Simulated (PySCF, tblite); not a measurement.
# C6H2BF2S radical: geometry, infrared bands and EPR parameters

Wanted: the infrared bands and EPR parameters of C6H2BF2S radical (`FB(F)C#Cc1c[c]cs1`), by calculation.

Programs: tblite 0.8.0 and PySCF 2.14.0, with density-fitted response routines of our own. Each step states its level of theory. These are calculated values for one molecule in the gas phase, unless marked as measured. Atoms count from 0, in the outputs and in this text.

### Step 1. The starting structure

12 atoms, charge 0, multiplicity 2; geometry from: force field or distance geometry start.

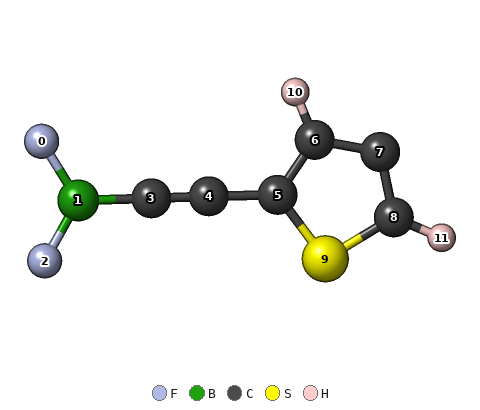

The starting geometry (fluorine light blue, boron green, carbon dark grey, sulfur yellow, hydrogen pink), atoms numbered.

### Step 2. Relaxing the molecule with GFN2-xTB

The job: settings as JSON, then the geometry in Å.

```
{"job": {"kind": "relax", "xc": "GFN2-xTB", "basis": "xTB"}, "charge": 0, "multiplicity": 2}
F      4.216700    -0.841600     0.896600
B      3.301800    -1.207300    -0.177100
F      3.791900    -2.021000    -1.264100
C      1.858300    -0.699400    -0.166300
C      0.720000    -0.311700    -0.142900
C     -0.639600     0.162300    -0.144000
C     -1.199500     0.979700     0.824000
C     -2.538600     1.286300     0.584100
C     -3.019500     0.697200    -0.588200
S     -1.791300    -0.186200    -1.304000
H     -0.664300     1.340800     1.690200
H     -4.034600     0.800200    -0.969600
```

Launch:

```sh
OMP_NUM_THREADS=1 python probes_run.py task.json out
```

The driver reads the jobs from task.json and runs them one after another.

What it wrote:

```text
step      E/eV     max force
  0    -753.65388    3.627
  1    -754.15374    5.217
  2    -754.37468    2.720
  3    -754.49667    0.947
  4    -754.53357    0.767
  5    -754.55853    0.398
  6    -754.56445    0.289
  7    -754.57027    0.135
  8    -754.57229    0.130
  9    -754.57481    0.116
 10    -754.57615    0.106
 11    -754.57716    0.080
 12    -754.57785    0.068
 13    -754.57832    0.057
 14    -754.57852    0.037
 15    -754.57858    0.023
 16    -754.57861    0.016
 17    -754.57865    0.017
 18    -754.57867    0.013
 19    -754.57869    0.014
 20    -754.57871    0.019
 21    -754.57874    0.020
 22    -754.57876    0.018
 23    -754.57878    0.021
 24    -754.57880    0.025
 25    -754.57883    0.025
 26    -754.57888    0.028
 27    -754.57892    0.025
 28    -754.57894    0.013
 29    -754.57895    0.006
```

Run time: 0.2 s. Hardware: 1 thread of Arm Neoverse V1, shared host.

Relaxation path:

| step | energy from step 0 (eV) | largest force (eV/Å) |
| --- | --- | --- |
| 0 | 0.0000 | 3.6269 |
| 1 | -0.4999 | 5.2173 |
| 2 | -0.7208 | 2.7198 |
| 3 | -0.8428 | 0.9466 |
| 4 | -0.8797 | 0.7669 |
| 5 | -0.9047 | 0.3976 |
| 6 | -0.9106 | 0.2887 |
| 7 | -0.9164 | 0.1351 |
| 8 | -0.9184 | 0.1300 |
| 9 | -0.9209 | 0.1165 |
| 10 | -0.9223 | 0.1057 |
| 11 | -0.9233 | 0.0803 |
| 12 | -0.9240 | 0.0682 |
| 13 | -0.9244 | 0.0570 |
| 14 | -0.9246 | 0.0373 |
| 15 | -0.9247 | 0.0232 |
| 16 | -0.9247 | 0.0164 |
| 17 | -0.9248 | 0.0175 |
| 18 | -0.9248 | 0.0134 |
| 19 | -0.9248 | 0.0137 |
| 20 | -0.9248 | 0.0188 |
| 21 | -0.9249 | 0.0203 |
| 22 | -0.9249 | 0.0185 |
| 23 | -0.9249 | 0.0215 |
| 24 | -0.9249 | 0.0246 |
| 25 | -0.9250 | 0.0254 |
| 26 | -0.9250 | 0.0277 |
| 27 | -0.9250 | 0.0255 |
| 28 | -0.9251 | 0.0126 |
| 29 | -0.9251 | 0.0062 |

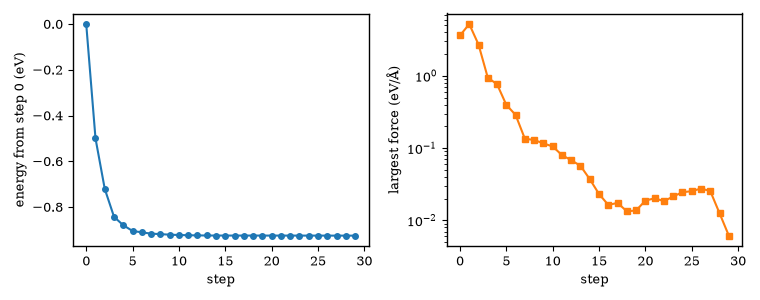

Energy and force, step by step.

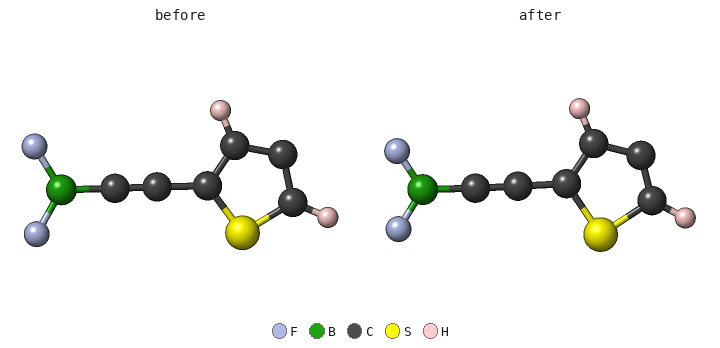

The geometry before (left) and after (right).

Close pairs (by a distance rule), those that changed most:

| bond | before (Å) | after (Å) | change (Å) |
| --- | --- | --- | --- |
| F0–B1 | 1.457 | 1.320 | -0.137 |
| B1–F2 | 1.444 | 1.319 | -0.125 |
| C8–S9 | 1.674 | 1.756 | +0.082 |
| C5–S9 | 1.671 | 1.749 | +0.078 |
| C7–C8 | 1.397 | 1.331 | -0.067 |
| C4–C5 | 1.440 | 1.388 | -0.052 |
| B1–C3 | 1.530 | 1.505 | -0.025 |
| C8–H11 | 1.089 | 1.069 | -0.020 |

The next job starts from the end point, and lists it.

### Step 3. Infrared spectrum with GFN2-xTB

The job: settings as JSON, then the geometry in Å.

```
{"job": {"kind": "ir", "xc": "GFN2-xTB", "basis": "xTB"}, "charge": 0, "multiplicity": 2}
F      4.117664    -0.889020     0.770998
B      3.260652    -1.189442    -0.187219
F      3.750976    -1.946924    -1.149329
C      1.837323    -0.699883    -0.174712
C      0.693747    -0.291686    -0.143970
C     -0.611282     0.179126    -0.103548
C     -1.173270     0.990213     0.863772
C     -2.501733     1.247763     0.553187
C     -3.001519     0.710046    -0.556562
S     -1.756503    -0.231264    -1.360364
H     -0.638921     1.355119     1.720127
H     -3.975937     0.765267    -0.993630
```

What it wrote:

```text
mode    cm-1     km/mol
  1      30.1      0.04
  2      53.5      0.22
  3      68.6      0.32
  4     133.6      0.15
  5     181.2      0.95
  6     274.3      3.81
  7     341.2      0.32
  8     423.9      2.55
  9     450.5      5.30
 10     451.3      0.31
 11     469.8     21.45
 12     512.6     27.14
 13     528.5     85.17
 14     625.4      8.05
 15     685.7     19.72
 16     722.9     14.25
 17     731.6     20.44
 18     780.8      0.19
 19     795.2      8.31
 20    1046.2      6.95
 21    1090.3     98.62
 22    1124.0     93.04
 23    1258.0    395.29
 24    1274.7    568.12
 25    1313.5    236.17
 26    1442.5     40.38
 27    1531.8      4.79
 28    2255.1    421.56
 29    3152.4      2.24
 30    3185.7      0.16
```

It took 0.42 s on 1 thread of Arm Neoverse V1, shared host.

The strongest bands and the atoms that carry them (share of the mass-weighted mode):

| cm⁻¹ | km/mol | atoms |
| --- | --- | --- |
| 528 | 85.2 | B1 65 %, C3 10 % |
| 1090 | 98.6 | H10 50 %, H11 11 % |
| 1124 | 93.0 | C5 42 %, H10 19 % |
| 1258 | 395.3 | B1 72 %, F0 14 %, F2 14 % |
| 1275 | 568.1 | B1 38 %, C5 16 %, C6 15 % |
| 1314 | 236.2 | C6 43 %, C7 24 %, B1 11 % |
| 1442 | 40.4 | C5 43 %, C6 15 % |
| 2255 | 421.6 | C4 52 %, C3 47 % |

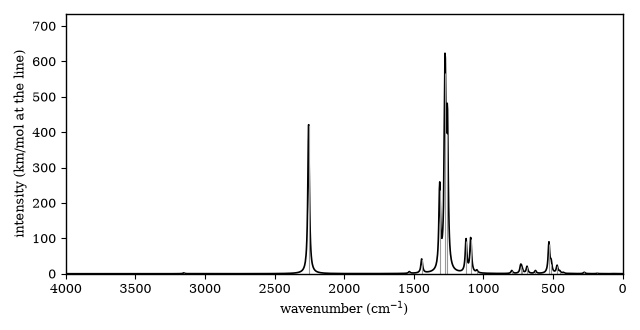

The infrared spectrum from these modes, unscaled. Lines are broadened to a width of 14 cm⁻¹ (Lorentzian).

### Step 4. EPR parameters: B3LYP/pcH-1

Settings changed since step 3:

```diff
@@ -1,2 +1,2 @@
-{"job": {"kind": "ir", "xc": "GFN2-xTB", "basis": "xTB"}, "charge": 0, "multiplicity": 2}
+{"job": {"kind": "epr", "basis": "pcH-1"}, "charge": 0, "multiplicity": 2}
 F      4.117664    -0.889020     0.770998
```

With the program's defaults for keys left out, this is: UKS B3LYP, pcH-1 on B C F H S, non-relativistic, mean-field spin-orbit, GIAO.

What it wrote:

```text
UKS, coarse grid
  cycle   1  E = -852.47795055  |g| = 5.36e-01
  cycle   2  E = -852.37976938  |g| = 7.81e-01
  cycle   3  E = -852.57151297  |g| = 1.02e-01
  cycle   4  E = -852.57411839  |g| = 8.00e-02
  cycle   5  E = -852.57721331  |g| = 2.33e-02
  cycle   6  E = -852.57745724  |g| = 7.92e-03
  cycle   7  E = -852.57749250  |g| = 4.15e-03
  cycle   8  E = -852.57750782  |g| = 1.55e-03
  cycle   9  E = -852.57751109  |g| = 9.46e-04
UKS, final grid
  cycle   1  E = -852.57753281  |g| = 1.25e-03
  cycle   2  E = -852.57753151  |g| = 2.24e-03
  cycle   3  E = -852.57753419  |g| = 3.47e-04
  cycle   4  E = -852.57753436  |g| = 2.24e-04
  cycle   5  E = -852.57753460  |g| = 1.44e-04
  cycle   6  E = -852.57753462  |g| = 5.42e-05
  cycle   7  E = -852.57753462  |g| = 2.13e-05
E = -852.57753462 Eh   <S^2> = 0.7573 (exact 0.7500)
g shifts (ppm)      1          2          3
  rmc          -174       -174       -174
  gc             20        -40         12
  oz_so       -2541       -444        120
  total       -2695       -657        -41
hyperfine (MHz)  atom isotope    a_iso     a_fc   dipolar eigenvalues
    0   19F       1.80       1.78     -1.50     -0.14      1.64
    1   11B      -0.88      -0.88     -0.18     -0.09      0.27
    2   19F       0.79       0.79     -1.06      0.29      0.77
    3   13C       3.19       3.18     -1.68     -0.29      1.97
    4   13C       2.58       2.59     -1.44     -1.14      2.58
    5   13C      77.74      77.76     -3.77     -0.31      4.08
    6   13C      42.32      42.28    -10.86     -2.56     13.43
    7   13C     431.37     431.82    -76.85    -60.97    137.81
    8   13C      49.15      49.19    -14.15     -2.08     16.23
    9   33S       1.89       1.88    -12.38    -11.63     24.01
   10    1H      23.14      23.14     -6.15     -5.11     11.26
   11    1H      37.72      37.74     -5.42     -4.61     10.03
```

Run time: 1.9 min. Hardware: 1 thread of Arm Neoverse V1, shared host; peak memory 1.1 GiB.

Principal g values 1.99962, 2.00166, 2.00228; g(iso) = 2.00119, against 2.00232 for a free electron.

Mean a(iso) over the nuclei that a row names, and the largest dipolar term of the row (other rows stand at the frozen geometry):

| nuclei | isotope | a(iso) (MHz) | a(iso) (G, at g = 2.0023) | largest dipolar term (MHz) |
| --- | --- | --- | --- | --- |
| C7 | 13C | 431.4 | 153.9 | 137.8 |
| C5 | 13C | 77.7 | 27.7 | 4.1 |
| C8 | 13C | 49.1 | 17.5 | 16.2 |
| C6 | 13C | 42.3 | 15.1 | 13.4 |
| H11 | 1H | 37.7 | 13.5 | 10.0 |
| H10 | 1H | 23.1 | 8.3 | 11.3 |
| C3 | 13C | 3.2 | 1.1 | 2.0 |
| C4 | 13C | 2.6 | 0.9 | 2.6 |
| S9 | 33S | 1.9 | 0.7 | 24.0 |
| F0, F2 | 19F | 1.3 | 0.5 | 1.6 |
| B1 | 11B | -0.9 | -0.3 | 0.3 |

Mulliken spin populations:

| atom | value (e) |
| --- | --- |
| F0 | 0.00 |
| B1 | 0.00 |
| F2 | 0.00 |
| C3 | 0.02 |
| C4 | -0.01 |
| C5 | 0.05 |
| C6 | -0.05 |
| C7 | 0.97 |
| C8 | -0.11 |
| S9 | 0.10 |
| H10 | 0.01 |
| H11 | 0.02 |

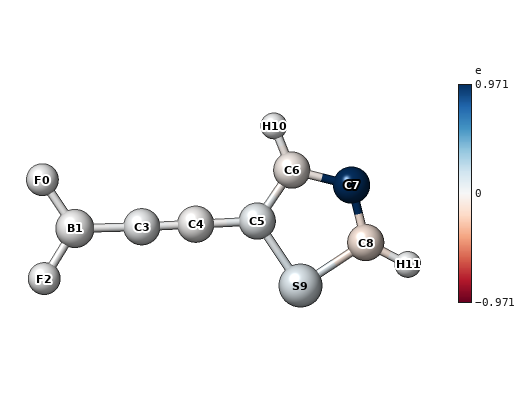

Mulliken spin populations, as colours on the atoms.

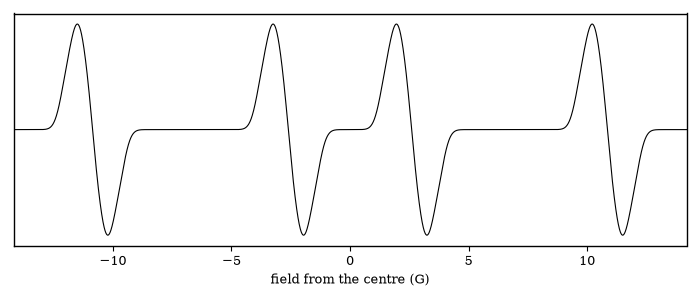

First-order isotropic spectrum (first derivative, main isotopes with spin only, couplings over 0.8 MHz, Gaussian width 0.3 G; couplings of the frozen geometry, rotation of groups not averaged beyond the rows shown).

The fields below are evaluated on a grid from the run's orbitals.

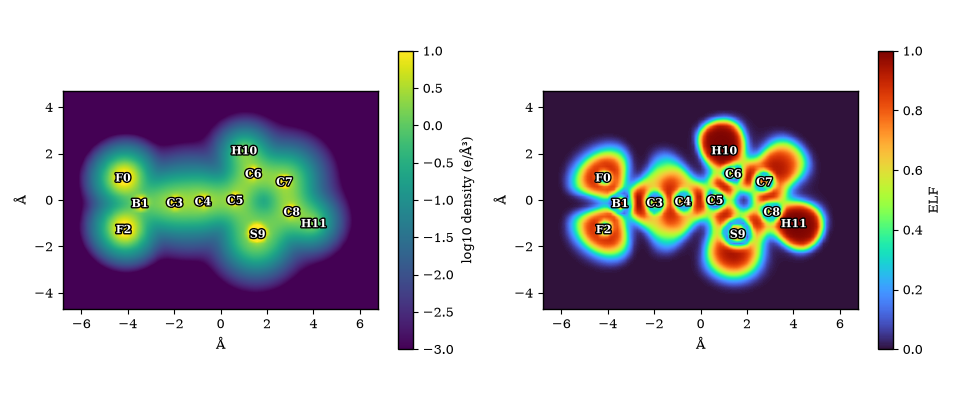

Density (left) and ELF (right) in a plane through or near 12 of the atoms.

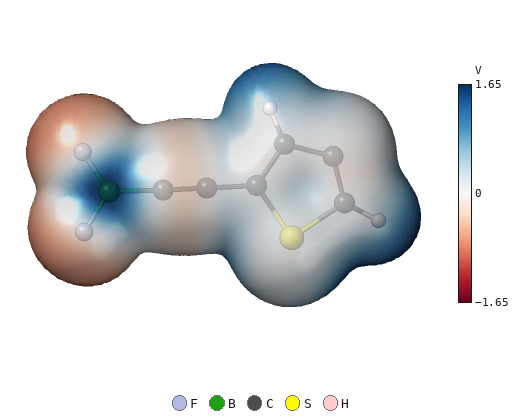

The potential that a unit positive charge feels on the 0.002 e/bohr³ surface, from -0.79 V near F0 to 1.65 V near B1.

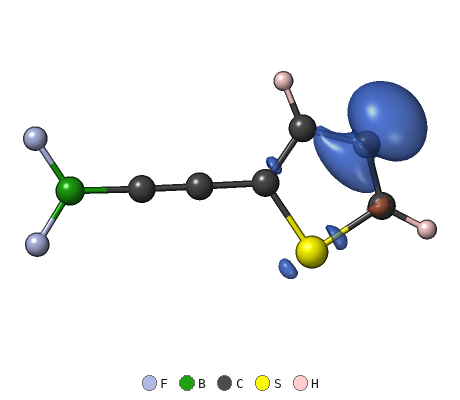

Spin density at ±0.05 e/Å³ (alpha excess blue, beta excess red).

### Step 5. What came out

| quantity | value |
| --- | --- |
| strongest single infrared mode (GFN2-xTB) | 1275 cm⁻¹, 568 km/mol |
| zero-point energy (GFN2-xTB) | 38.5 kcal/mol |
| g(iso) (B3LYP) | 2.00119 |
| ⟨S²⟩ | 0.757 (exact 0.75) |
| largest a(iso) (averaged by class) | 13C on C7, 431.4 MHz |
| potential on the surface of density 0.002 e/bohr³, 1st and 99th percentile | -0.79 V and 1.65 V |

In words: The optimisation took 29 steps and gained 0.925 eV; among the close pairs (by a distance rule), F0–B1 changed most, from 1.457 to 1.320 Å. No mode is imaginary among the 30: a minimum at this level. The strongest single mode, at 1275 cm⁻¹, has its largest shares on B1, C5 and C6 (the list is cut at 3 atoms). Unscaled tight-binding wavenumbers are off by several per cent, some by more. Its intensities can rank the bands wrongly. C7 carries the largest spin population, 0.97 e. The isotropic g lies 1.1 ppt below the free-electron value. The conformer search found further structures of the same energy, which may be mirror or relabelled copies of this one.
